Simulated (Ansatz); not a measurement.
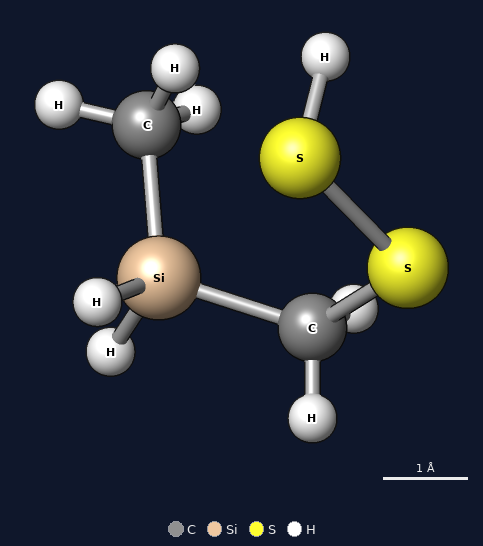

Fig. 1: The structure (ball-and-stick view, seen at a tilt). Bond lengths as drawn: C–H 1.09 Å, C–S 1.89 Å, C–Si 1.90 to 1.92 Å, H–S 1.38 Å, H–Si 1.50 to 1.51 Å and S–S 2.24 Å.

**Frequency calculation of C$_{2}$H$_{8}$S$_{2}$Si**

The run: frequency calculation of C$_{2}$H$_{8}$S$_{2}$Si, SMILES C[SiH2]CSS. Method and program: RKS r2SCANh-D4/6-31G (Ansatz 0.2.0).

It belongs to a series of runs on one base structure; here: vibrations at the highest image of the band.

**Input**
```yaml
crystal:
  periodic: [false, false, false]
  atoms:
    - { symbol: C, position_ang: [-1.290581, 0.435569, 1.023715] }
    - { symbol: Si, position_ang: [0.514888, -0.165215, 0.954957] }
    - { symbol: C, position_ang: [0.882251, -1.228417, -0.606813] }
    - { symbol: S, position_ang: [0.852063, -0.433079, -2.322338] }
    - { symbol: S, position_ang: [0.555681, 1.764293, -1.993374] }
    - { symbol: H, position_ang: [-1.502235, 0.877544, 2.001661] }
    - { symbol: H, position_ang: [-1.977331, -0.40289, 0.873726] }
    - { symbol: H, position_ang: [-1.486369, 1.189676, 0.258933] }
    - { symbol: H, position_ang: [0.758683, -1.124692, 2.091518] }
    - { symbol: H, position_ang: [1.500638, 0.955509, 1.070183] }
    - { symbol: H, position_ang: [1.879274, -1.663979, -0.499497] }
    - { symbol: H, position_ang: [0.144064, -2.035671, -0.64872] }
    - { symbol: H, position_ang: [-0.810529, 1.796553, -2.188954] }
basis:
  gaussian: { orbitals: "6-31G" }
hamiltonian:
  xc: r2scanh
  dispersion: d4
phonons: {}
```

Launch command:
```bash
ansatz run input.yaml --threads 1 --pin off --max-ram 2048MiB --backend cpu --events-out ev --progress --plain --runs-dir out
```

**What the program printed**
```
Engine: ansatz 0.2.0, x86_64-unknown-linux-gnu
Functional definition: r2SCANh
  parameter a = 0.1
  parameter k0 = 0.174
  parameter k1 = 0.065
  parameter a1 = 4.9479
  exchange = (1 - a)*r2scan_x(k0 = k0, k1 = k1, a1 = a1) + a*exact_x
  correlation = r2scan_c
999 factors; integrals over basis functions are off by at most 1.6e-4 eV
mean field evaluation 1: about -31739.1184 eV, gradient 4.8e1 eV
mean field evaluation 2: about -31735.5049 eV, gradient 5.7e1 eV
mean field evaluation 4: about -31744.7585 eV, gradient 2.5e0 eV
mean field evaluation 8: about -31744.7669 eV, gradient 6.7e-2 eV
mean field evaluation 16: about -31744.7669 eV, gradient 1.2e-5 eV
mean field -31744.76687927 eV, -1166.5986654374 hartree, gradient 1.2e-5 eV, S^2 0.000000; 0 other end points of the search recorded, 0 dependent functions left out
the calculation of the forces begins
reference -31744.76688831 eV, -1166.5986657695 hartree; 33, 33 occupied and 40, 40 virtual orbitals, 999 factors
these checks for a lower state are left out or cut short: stability, starts, cluster_reference, orbital_swaps, neighbouring_geometries, increment
999 factors; integrals over basis functions are off by at most 1.6e-4 eV
mean field -31744.76674581 eV, -1166.5986605327 hartree, gradient 2.2e-6 eV, S^2 0.000000; 0 other end points of the search recorded, 0 dependent functions left out
[... from here on the field's lines of each further geometry are left out, up to the last ...]
the calculation of the forces begins
reference -31744.76688283 eV, -1166.5986655681 hartree; 33, 33 occupied and 40, 40 virtual orbitals, 999 factors
these checks for a lower state are left out or cut short: stability, starts, cluster_reference, orbital_swaps, neighbouring_geometries, increment
999 factors; integrals over basis functions are off by at most 1.6e-4 eV
mean field evaluation 480: about -31744.7669 eV, gradient 2.3e-6 eV
mean field -31744.76687961 eV, -1166.5986654498 hartree, gradient 2.3e-6 eV, S^2 0.000000; 0 other end points of the search recorded, 0 dependent functions left out
the calculation of the forces begins
reference -31744.76688864 eV, -1166.5986657819 hartree; 33, 33 occupied and 40, 40 virtual orbitals, 999 factors
WARN: phonons: modes at or below zero, which the zero-point energy, F, S and C_V leave out: 1, the lowest at -59.62 cm⁻¹. A minimum has none, and a first-order saddle one
Total energy: -31744.86493315 eV, -1166.6022688510 hartree
Atom 0 at    -1.290581     0.435569     1.023715 Å, force    -0.002561    -0.005262    -0.001308 eV/Å
Atom 1 at     0.514888    -0.165215     0.954957 Å, force     0.000389     0.003907    -0.001702 eV/Å
Atom 2 at     0.882251    -1.228417    -0.606813 Å, force    -0.006353     0.002662    -0.009639 eV/Å
Atom 3 at     0.852063    -0.433079    -2.322338 Å, force    -0.002964     0.002007     0.015933 eV/Å
Atom 4 at     0.555681     1.764293    -1.993374 Å, force    -0.000330     0.001698    -0.000135 eV/Å
Atom 5 at    -1.502235     0.877544     2.001661 Å, force     0.000867     0.002334     0.002120 eV/Å
Atom 6 at    -1.977331    -0.402890     0.873726 Å, force    -0.000012     0.001962    -0.004919 eV/Å
Atom 7 at    -1.486369     1.189676     0.258933 Å, force     0.001921     0.000217     0.003945 eV/Å
Atom 8 at     0.758683    -1.124692     2.091518 Å, force     0.001530     0.000099     0.002201 eV/Å
Atom 9 at     1.500638     0.955509     1.070183 Å, force     0.000689     0.001432    -0.002581 eV/Å
Atom 10 at     1.879274    -1.663979    -0.499497 Å, force    -0.000356    -0.001028     0.000115 eV/Å
Atom 11 at     0.144064    -2.035671    -0.648720 Å, force     0.002671    -0.002043    -0.004073 eV/Å
Atom 12 at    -0.810529     1.796553    -2.188954 Å, force     0.004508    -0.007985     0.000041 eV/Å
Dipole moment:    -0.386499    -0.180351     0.353552 e Å
Vibrations: -59.62 75.12 125.96 142.21 173.88 292.61 298.65 435.18 464.87 561.05 643.65 677.48 746.58 770.39 803.04 856.19 929.63 934.64 945.26 1147.63 1218.39 1362.92 1485.15 1517.18 1523.06 2158.82 2211.65 2492.87 3078.21 3095.49 3175.93 3177.67 3196.73 cm⁻¹, zero-point energy 2.524200 eV
```

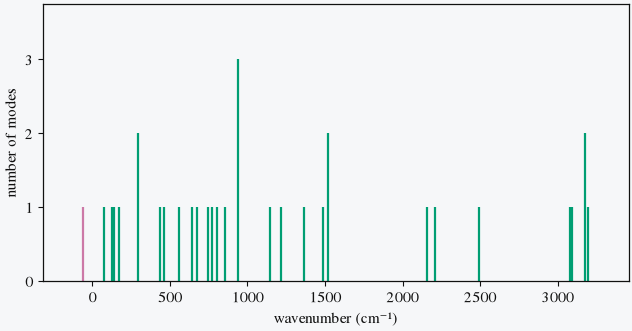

Fig. 2: Harmonic vibrational wavenumbers from the force constants; neighbouring modes closer than 15 cm⁻¹ are counted in one stick, and imaginary ones are drawn at negative wavenumbers. 33 modes from 60i to 3197 cm⁻¹, 1 imaginary beyond 8i (60i cm⁻¹): not a clean minimum; so soft a mode can be a shallow saddle, an incomplete relaxation or noise of the force constants.

**Results in brief**

| quantity | value |
| --- | --- |
| outcome | converged |
| total energy | −31744.8649 eV |
| mean-field energy | −31744.7669 eV |
| largest force (length of the vector) | 0.016 eV/Å |
| hardware | 1 thread of Intel Xeon @ 2.50GHz (Skylake/Cascade Lake), 189 GiB of memory available, shared host |
| wall time | 16 min |
| peak memory | 0.21 GiB |
